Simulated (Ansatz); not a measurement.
**A convergence test on TaAgO3 (R3c): k mesh of the hybrid**

Aim: see how gap, energy and time of TaAgO3 (R3c) follow the k mesh of the hybrid.

Calculated with Ansatz 0.2.0; DFT, HSE06, plane waves, PAW; PAW set soft_1.

### 1. The structure

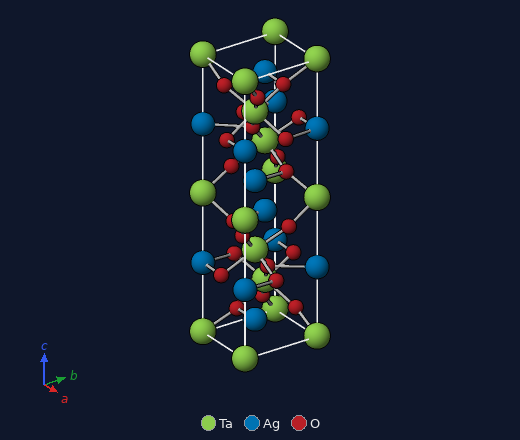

The cell as given, slightly off an axis (tantalum green, silver blue, oxygen red). This picture shows the conventional cell, with its axes. Bonds to atoms that aren't drawn are left out. Some periodic images of atoms are drawn too.

Geometry: measured cell, ions relaxed with LDA. The runs that relaxed it are not among those shown. Spin-orbit coupling is left out unless a step names it.

### 2. k mesh of the hybrid: 2×2×2

File input.yaml:

```yaml
crystal:
  lattice:
    - [2.76405, 1.5958250116, 4.5719666667]
    - [-2.76405, 1.5958250116, 4.5719666667]
    - [0.0, -3.1916500231, 4.5719666667]
  atoms:
    - { symbol: Ta, position: [-0.0026385787, -0.0026385787, -0.0026385787] }
    - { symbol: Ta, position: [0.4973614213, 0.4973614213, 0.4973614213] }
    - { symbol: Ag, position: [0.249001027, 0.249001027, 0.249001027] }
    - { symbol: Ag, position: [0.749001027, 0.749001027, 0.749001027] }
    - { symbol: O, position: [0.8177770211, 0.6856263691, 0.2524341615] }
    - { symbol: O, position: [0.2524341615, 0.8177770211, 0.6856263691] }
    - { symbol: O, position: [0.6856263691, 0.2524341615, 0.8177770211] }
    - { symbol: O, position: [0.7524341615, 0.1856263691, 0.3177770211] }
    - { symbol: O, position: [0.1856263691, 0.3177770211, 0.7524341615] }
    - { symbol: O, position: [0.3177770211, 0.7524341615, 0.1856263691] }
kpoints:
  mp_grid: { grid: [2, 2, 2] }
  band_path:
    path:
      - [0.0, 0.0, 0.0]
      - [-0.5, -0.5, -0.5]
      - [-0.24788857, -0.75211143, -0.5]
      - [0.24788857, -0.5, -0.24788857]
      - [0.0, -0.5, 0.0]
      - [0.37394429, -0.37394429, 0.0]
      - [0.0, -0.62605571, -0.37394429]
      - [0.0, -0.5, -0.5]
      - [0.1666666667, 0.1666666667, -0.3333333333]
    npoints: 1
hamiltonian:
  xc: hse06
  pseudopotentials: { kind: paw, azcp: { folder: soft_1 } }
scf:
  occupations: { method: fixed }
  n_extra_bands: 7
output:
  eigenvalues: true
```

The run is started by

```console
$ ansatz run input.yaml --threads 3 --pin off --max-ram 92160MiB --backend cuda --events-out ev --progress --plain --runs-dir out --devices 1 --max-vram 13GiB
```

Numbers of over 12 decimals in the logs are rounded to 6 here.

The log of the run:

```text
scf.n_extra_bands = 7 over 50 filled bands (N_el = 100.0): the run solves 57 bands
exact exchange: scf.exx.singularity resolves to wigner_seitz, which cuts the screened interaction at the faces of the exchange supercell's Wigner-Seitz cell, so that each pair interacts once, at the shortest of its separations (the periodic images that this leaves out come, for a point-like exchange hole, to about 0.004 eV on a filled level). The cut falls within the interaction's reach, and what an exchange supercel [...]
GPUs: using 1 of 1 available (devices: 1).
Engine: ansatz 0.2.0, x86_64-unknown-linux-gnu
Pseudopotentials: kind: paw
Pseudopotential: Ta, paw, valence charge 13, recommended cutoff 420 eV (normal), soft_1/Ta.paw.azcp
Pseudopotential: Ag, paw, valence charge 19, recommended cutoff 420 eV (normal), soft_1/Ag.paw.azcp
Pseudopotential: O, paw, valence charge 6, recommended cutoff 420 eV (normal), soft_1/O.paw.azcp
Functional definition: HSE06
  parameter a = 0.25
  parameter omega = 0.11/bohr
  exchange = pbe_x - a*pbe_x_sr(omega) + a*exact_x_sr(omega)
  correlation = pbe_c
davidson cushion auto → on  (no smearing: the cushion is to keep the highest requested band from converging to the state above it; pin scf.eigensolver.cushion to override)
concurrent solve slots: 2 of 3 are kept, ahead of what memory takes: no pass of the eigensolver takes more rounds on 2
device memory: the entry about to start is reckoned to put 2.0 GiB on a device that reports 32.8 GiB free (of which the cap on the GPU budget leaves the run 13.0 GiB)
GPU FFT provider: cuFFT
GPU libraries: cuBLAS 13.8.2, cuFFT 12.4.0, cuSOLVER 12.3.4
Crystal: 10 atoms, lattice volume = 121.000 Å³
Basis set: ecut = 420 eV, 2361 PW (Γ)
Bands: 57, of which v1, the nominal top of the filled ones, is band 50 counted from 1 (49 counted from 0)
Symmetry: 6 space group operations
Space group: R3c (ITA 161), of the structure as read, at distance tolerance 4.9e-5 Å
k-points: 4 of 8
Non-local potential: Ta, projectors of the file, l = 0: 3, l = 1: 2, l = 2: 2, l = 3: 1
Non-local potential: Ag, projectors of the file, l = 0: 3, l = 1: 2, l = 2: 2, l = 3: 1
Non-local potential: O, projectors of the file, l = 0: 2, l = 1: 2, l = 2: 1
PAW form: soft (Blöchl's): semilocal exchange-correlation on the pseudo side does not see the compensation charge
PAW frozen core: Ta, regenerated for the run's functional, and the local potential with it (the file was generated under x = pbe(κ = 0.804, μ = 0.219515), c = pbe(β = 0.066725))
PAW frozen core: Ag, regenerated for the run's functional, and the local potential with it (the file was generated under x = pbe(κ = 0.804, μ = 0.219515), c = pbe(β = 0.066725))
PAW frozen core: O, regenerated for the run's functional, and the local potential with it (the file was generated under x = pbe(κ = 0.804, μ = 0.219515), c = pbe(β = 0.066725))
PAW one-centre angular grid: Ta, 590 points (default); XC on 64 Gauss nodes
PAW one-centre angular grid: Ag, 590 points (default); XC on 96 Gauss nodes
PAW one-centre angular grid: O, 110 points (default); XC on 96 Gauss nodes
Initial density: superposition of atomic densities (chi_scale 0.1, normalization cell, long waves kept (reshape's long-wave potential 0.00 eV rms))
Initial wavefunctions: pseudopotential atomic-orbital guess
GPU buffer pool allocated for 64000 grid points (all kernels)
GPU transforms: local potential and band sums: pruned to the plane-wave sphere, on 40×40×40
Functional: x = pbe(κ = 0.804, μ = 0.219515), c = pbe(β = 0.066725), warm-up for x = pbe(κ = 0.804, μ = 0.219515) + 0.25 (exact − pbe) at short range (hse, ω = 0.207870 Å⁻¹), c = pbe(β = 0.066725); HSE06 as pw.x's `hse` composes it (authors' and Libxc's form: `xc: wpbeh`)
SCF iter   1: F=—  HF=-38458.077645 eV  |F-HF|=—  |Δ(HF+E_count)|=         —  Δρ=7.13e-2  dr2=5.69e0  ethr=1.00e-1  ⟨swp⟩=3.5  Hψ=646  notcnv=0
[...]
preconditioner: auto → none  [insulator: Δε(μ)=3.912 eV  Ē_g=11.590 eV  n_scr=32 (ndim 8)  ℏωp=27.8 eV  f_vac=0.000]
SCF iter   2: F=—  HF=-38463.806478 eV  |F-HF|=—  |Δ(HF+E_count)|=   1.18e-1  Δρ=4.44e-3  dr2=1.78e-2  ethr=2.11e-6  ⟨swp⟩=5.0  Hψ=948  notcnv=0
SCF iter   3: F=—  HF=-38463.855411 eV  |F-HF|=—  |Δ(HF+E_count)|=   4.89e-2  Δρ=2.87e-3  dr2=1.11e-2  ethr=2.11e-6  ⟨swp⟩=4.0  Hψ=739  notcnv=0
SCF iter   4: F=—  HF=-38463.852371 eV  |F-HF|=—  |Δ(HF+E_count)|=   3.04e-3  Δρ=7.02e-4  dr2=4.65e-4  ethr=2.11e-6  ⟨swp⟩=4.0  Hψ=707  notcnv=0
SCF iter   5: F=—  HF=-38463.853731 eV  |F-HF|=—  |Δ(HF+E_count)|=   1.36e-3  Δρ=6.30e-4  dr2=4.41e-4  ethr=3.25e-7  ⟨swp⟩=3.8  Hψ=684  notcnv=0
SCF iter   6: F=-38463.853614 eV  HF=-38463.853616 eV  |F-HF|=1.31e-6  |Δ(HF+E_count)|=   1.15e-4  Δρ=5.27e-5  dr2=1.32e-5  ethr=3.25e-7  ⟨swp⟩=3.2  Hψ=576  notcnv=0
SCF 2 stopped early in 6 iterations: F = -38463.853614 eV  dr2 = 1.32e-5
  greatest PAW one-centre occupation: 1.003 electrons in one spin orbital (limit 2), on the Ag atom at site 3 (counted from 0), in its partial waves of l = 0
hybrid outer 1: dexx = +5.856e-2 eV, tail = 1.67e-4 eV
GPU FFT provider: cuFFT
GPU libraries: cuBLAS 13.8.2, cuFFT 12.4.0, cuSOLVER 12.3.4
GPU buffer pool allocated for 64000 grid points (all kernels)
GPU transforms: local potential and band sums: pruned to the plane-wave sphere, on 40×40×40
Exchange kernel: α = 0.2500, screened, ω = 0.2079 Å⁻¹, Wigner–Seitz truncation, v(0) = 913.9315 eV·Å³, q-mesh 2×2×2, nearest image of the exchange supercell L = 11.06 Å, pair-density grid 24×24×24, without the augmentation charges, whose exchange is taken in its separable form by FFT convolution over the k-point mesh (sized by the pseudopotential files, 32×32×32 at the most), smooth part of the exact exchange by density-matrix convolution in up to 942.3 MiB of GPU memory as planned if the GPU has room (build and FFT work areas not counted)
Frozen-core exchange: fock
SCF iter   1: F=—  HF=-38463.853364 eV  |F-HF|=—  |Δ(HF+E_count)|=         —  Δρ=1.34e-4  dr2=1.64e-5  ethr=8.34e-7  ⟨swp⟩=3.0  Hψ=566  notcnv=0
preconditioner: auto → none  [insulator: Δε(μ)=3.465 eV  Ē_g=11.297 eV  n_scr=32 (ndim 8)  ℏωp=27.8 eV  f_vac=0.000]
iter 2 solved again at ethr=6.76e-10 eV; its pass at ethr=1.43e-8 eV (dr2=6.76e-7 eV) is discarded
SCF iter   2: F=—  HF=-38463.853360 eV  |F-HF|=—  |Δ(HF+E_count)|=   4.35e-6  Δρ=4.27e-5  dr2=8.61e-7  ethr=6.76e-10  ⟨swp⟩=2.5  Hψ=1075  notcnv=0
SCF iter   3: F=-38463.853361 eV  HF=-38463.853361 eV  |F-HF|=9.11e-9  |Δ(HF+E_count)|=   1.03e-6  Δρ=4.52e-6  dr2=1.30e-8  ethr=6.64e-10  ⟨swp⟩=5.0  Hψ=649  notcnv=0
SCF 3 converged in 3 iterations: F = -38463.853361 eV  dr2 = 1.30e-8
hybrid outer 2: dexx = +2.037e-6 eV, tail = 1.08e-7 eV, Δε = 2.54e-3 eV (about 7.70e-5 eV left of the loop's levels)
device memory: the entry about to start is reckoned to put 1.1 GiB on a device that reports 32.8 GiB free (of which the cap on the GPU budget leaves the run 13.0 GiB)
NSCF: frozen V_eff on 9 k-points
hybrid SCF converged: 2 outer / 9 inner (+6 warm-up), last move |dexx| = 2.04e-6 eV, tail = 1.08e-7 eV
Stability not checked: this state was not tested for a lower state beside it, because the functional holds exact exchange (a hybrid, or Hartree-Fock), whose exchange loop this test does not read (fock_operator; see scf.lower_state_search)
Free energy (F): -38463.853362 eV
Frozen-core exchange: fock
Harris-Foulkes:  -38463.853362 eV  (|F-HF|=9.11e-9)
Internal energy: -38463.853362 eV  (E = F + TS)
E sigma→0 (E₀):  -38463.853362 eV
Fermi energy:    10.388901 eV
--- Per-component energies (eV) ---
  E_band       = -1093.392243
  E_kinetic    = 2727.424189
  E_local      = -7887.107649  (includes V_loc(G=0)·N_el)
  E_nonlocal   = 364.404226
  E_hartree    = 3412.776131
  E_xc         = -1101.340858
  E_vxc        = -1117.077004  (∫ρ·V_xc dr)
  E_exx        = -349.367218  (= α·E_x^exact, valence–valence)
  E_paw        = -25443.989069  (= ΣΔE_a)
  E_vpaw       = -1307.860149  (= ΣTr[D̂ρ^β])
  E_aug_tail   = 0.005627  (compensation charges beyond the density's cutoff)
  E_ewald      = -10178.633928
  E_core_change = -8.024813  (= ΣΔE_core)
  E_smearing   = -0.000000  (= −TS)
  E_closure    = -0.000000  (closes the sum)
  Σ components = -38463.853362   (vs F -38463.853362, Δ=-7.28e-12)
--- Band table (eV) ---
  k-point 0: bands = [... 46 lower, 9.6937, 9.8834, 10.3642, 10.3642, 14.0029, 14.0248, 14.0248, 14.6146, ... 3 higher]
  k-point 1: bands = [... 46 lower, 10.1092, 10.1092, 10.3889, 10.3889, 15.5417, 15.5417, 15.9771, 15.9771, ... 3 higher]
  k-point 2: bands = [... 46 lower, 10.1520, 10.2157, 10.3366, 10.3457, 13.8511, 15.7739, 16.1693, 16.3088, ... 3 higher]
  k-point 3: bands = [... 46 lower, 10.1532, 10.1532, 10.1532, 10.1532, 15.4785, 15.4785, 16.2212, 16.2212, ... 3 higher]
```

Wall time 19 s (1 × NVIDIA H100 80GB HBM3 (shared by 6 runs) with 3 threads of AMD EPYC 7R13 (Zen 3), shared host); peak memory 1.1 GiB.

In the SCF lines HF is the Harris–Foulkes energy and dr2 the Hartree energy of the density residual, in eV; the loop may stop once dr2 is under the threshold and the program's other checks hold. Hψ counts applications of the Hamiltonian.

Numbers from this step:

```
gap                     : 3.392 eV
valence top at          : k = (0.167, 0.167, -0.333)
conduction bottom at    : F
least direct gap        : 3.505 eV
exact-exchange fraction : 0.25
```

The gap is indirect, with the least direct gap 0.11 eV higher.

### 3. k mesh of the hybrid: 4×4×4

input.yaml, as its differences from that of step 2:

```diff
@@ -17,3 +17,3 @@
 kpoints:
-  mp_grid: { grid: [2, 2, 2] }
+  mp_grid: { grid: [4, 4, 4] }
   band_path:
```

The log of the run:

```text
[...]
GPUs: using 1 of 1 available (devices: 1).
[...]
GPU FFT provider: cuFFT
GPU libraries: cuBLAS 13.8.2, cuFFT 12.4.0, cuSOLVER 12.3.4
Crystal: 10 atoms, lattice volume = 121.000 Å³
Basis set: ecut = 420 eV, 2361 PW (Γ)
Bands: 57, of which v1, the nominal top of the filled ones, is band 50 counted from 1 (49 counted from 0)
Symmetry: 6 space group operations
[...]
k-points: 13 of 64 (time reversal used)
[...]
Fermi energy:    10.422690 eV
[...]
--- Band table (eV; the first three rows and the last of 13) ---
  k-point 0: bands = [... 46 lower, 9.6814, 9.8629, 10.3402, 10.3402, 14.0147, 14.0406, 14.0406, 14.5916, ... 3 higher]
  k-point 1: bands = [... 46 lower, 9.7153, 10.1425, 10.2177, 10.3683, 14.5085, 14.6198, 14.7313, 15.7216, ... 3 higher]
  k-point 2: bands = [... 46 lower, 10.0936, 10.0936, 10.3744, 10.3744, 15.5551, 15.5551, 15.9946, 15.9946, ... 3 higher]
  k-point 12: bands = [... 46 lower, 10.1366, 10.1366, 10.1366, 10.1366, 15.4900, 15.4900, 16.2403, 16.2403, ... 3 higher]
[key lines of the parts left out:]
Free energy (F): -38464.069867 eV
```

Elapsed: 37 s, on 1 × NVIDIA H100 80GB HBM3 (shared by 6 runs) with 3 threads; peak memory 1.5 GiB; 74 s of CPU time.

This step gave:

* gap: 3.422 eV
* valence top at: k = (0.167, 0.167, -0.333)
* conduction bottom at: F
* least direct gap: 3.532 eV

The gap is 3.422 eV, +0.030 eV from the run before at this level.

### 4. The series

Differences are against the last row; a negative gap means that bands overlap, and a run with a band path holds that path's time. Times are wall times on 1 × NVIDIA H100 80GB HBM3 (shared by 6 runs) with 3 threads of AMD EPYC 7R13 (Zen 3), shared host, good to a factor of about two.

```tsv
k mesh of the hybrid	gap (eV)	direct gap (eV)	gap error (eV)	energy error (meV/atom)	irreducible k	time
2×2×2	3.392	3.505	−0.030	+21.7	4	19 s
4×4×4	3.422	3.532	+0.000	+0.0	13	37 s
```

### 5. What came out

```json
{
  "2×2×2": "3.392 eV",
  "4×4×4": "3.422 eV"
}
```

In words: The gap holds to 0.02 eV from 4×4×4 on, the last run itself, so the series does not show convergence. At 2×2×2 the gap is off by −0.030 eV and the energy by +22 meV/atom. The gap is read over the mesh and added points near the edges, so meshes differ mainly through the density and, for a hybrid, the exchange operator.

[Paths, hosts, dates, memory and timing lines, banners, echoed tables and standing remarks are left out of the program output.]

[Logs are printed without paths, hosts, clocks, repeated set-up lines and the standing remarks that a program may print on its own settings, such as how far it seeks lower states.]

[Runs of the session that timed out or met a known fault of the program may be left out.]

[Cells called generated may have been cut or substituted from an entry of the Crystallography Open Database or the Materials Project.]

[Hosts, paths, dates, database ids (printed as entryN), source tags and the programs' standing remarks are cut or masked in the printed files.]
